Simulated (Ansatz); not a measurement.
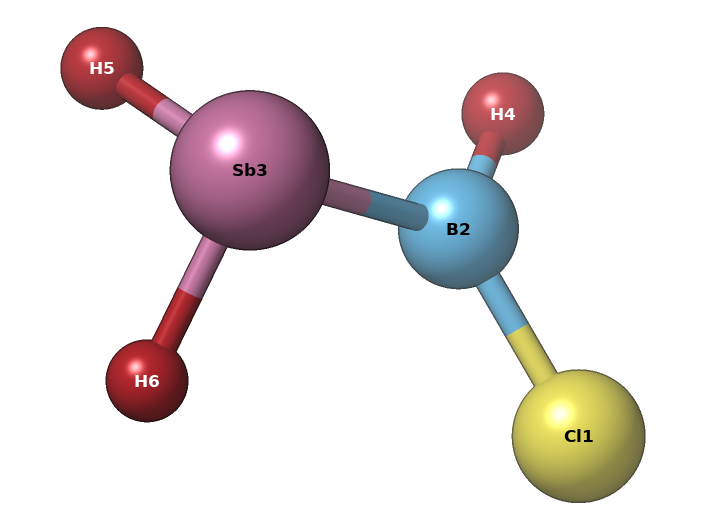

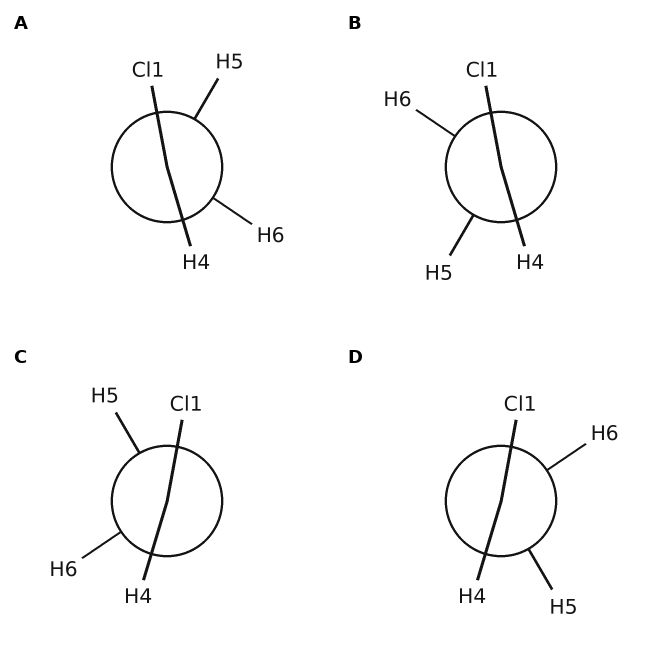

Distant atoms are faded towards the background colour. Bonds that would overlap in a projection are set slightly apart. Computed geometry: PBE0-D4/def2-TZVP optimisation.

Which Newman projection shows the view along B2–Sb3, with B2 in front?

B. The torsion angle Cl1–B2–Sb3–H5 is −139°, anticlinal.
